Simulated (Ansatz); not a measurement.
# Spin-orbit coupling in the work functions of 5d metals and their neighbours

Is spin-orbit coupling worth its cost for a work function, and how does its effect compare with the choice of functional?

**Method.** Ansatz 0.2.0, plane waves with PAW datasets (its set soft_2) at their recommended cutoffs; symmetric slabs of 7 layers (11 for bcc (111)) cut at the tabulated experimental lattice constant, atoms at bulk places, 18 Å of vacuum, k-spacing 0.16 Å⁻¹ (2π included), Fermi-Dirac smearing of 0.1 eV, SCF threshold 1e-9 eV. The work function is the vacuum level less the Fermi level; differences are formed before rounding. The spin-orbit runs use PBE and fully relativistic files.

Results:

| face | PBE (eV) | with spin-orbit (eV) | spin-orbit shift (eV) | LDA less PBE (eV) |
| --- | --- | --- | --- | --- |
| Ba(100) | 2.364 | 2.366 | +0.002 | +0.17 |
| Ba(110) | 2.440 | 2.442 | +0.002 | +0.16 |
| Ba(111) | 2.394 | 2.395 | +0.001 | +0.16 |
| Hf(0001) | 4.360 | 4.362 | +0.002 | +0.19 |
| Ta(100) | 3.999 | 4.003 | +0.003 | +0.23 |
| Ta(110) | 4.789 | 4.789 | 0.000 | +0.22 |
| Ta(111) | 3.500 | 3.522 | +0.022 | +0.27 |
| W(100) | 4.206 | 4.222 | +0.016 | +0.29 |
| W(110) | 4.900 | 4.935 | +0.036 | +0.27 |
| W(111) | 3.955 | 3.990 | +0.035 | +0.28 |
| Re(0001) | 5.030 | 5.070 | +0.040 | +0.30 |
| Os(0001) | 5.368 | 5.379 | +0.011 | +0.33 |
| Ir(100) | 5.547 | 5.520 | −0.027 | +0.35 |
| Ir(110) | 5.031 | 5.021 | −0.010 | +0.36 |
| Ir(111) | 5.504 | 5.492 | −0.012 | +0.36 |
| Pt(100) | 5.665 | 5.599 | −0.067 | +0.39 |
| Pt(110) | 5.244 | 5.227 | −0.016 | +0.38 |
| Pt(111) | 5.663 | 5.627 | −0.036 | +0.39 |
| Au(100) | 5.072 | 5.093 | +0.021 | +0.42 |
| Au(110) | 4.944 | 4.969 | +0.025 | +0.41 |
| Au(111) | 5.164 | 5.191 | +0.027 | +0.42 |
| Pb(100) | 3.736 | 3.711 | −0.025 | +0.31 |
| Pb(110) | 3.700 | 3.721 | +0.021 | +0.30 |
| Pb(111) | 3.675 | 3.714 | +0.039 | +0.32 |

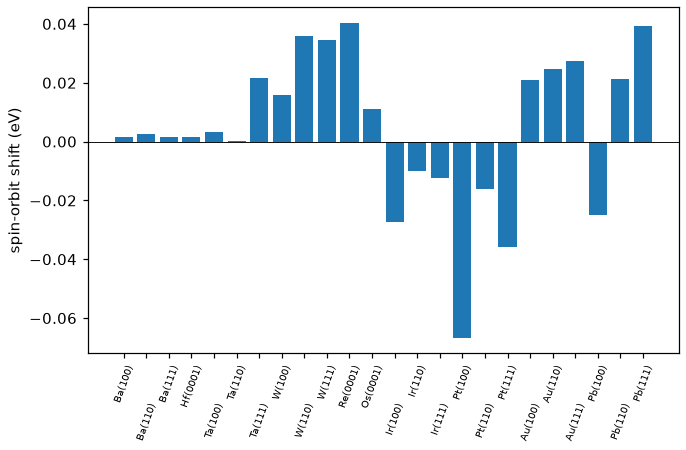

Shift of the work function by spin-orbit coupling.

What this shows: The shift runs from −0.067 eV (Pt(100)) to +0.040 eV (Re(0001)), and passes 0.05 eV on 1 of 24 faces. The step from PBE to LDA is 0.16 to 0.42 eV on the same slabs. A spin-orbit run takes about 9 times the CPU time, worth paying where 0.05 eV counts: Pt(100).

**Limits.** The shift also holds the change of files, from scalar to fully relativistic ones. Faces are unreconstructed, differences are formed before rounding, and the CPU ratio is rough. The table is a selection: not every member that was run is listed.
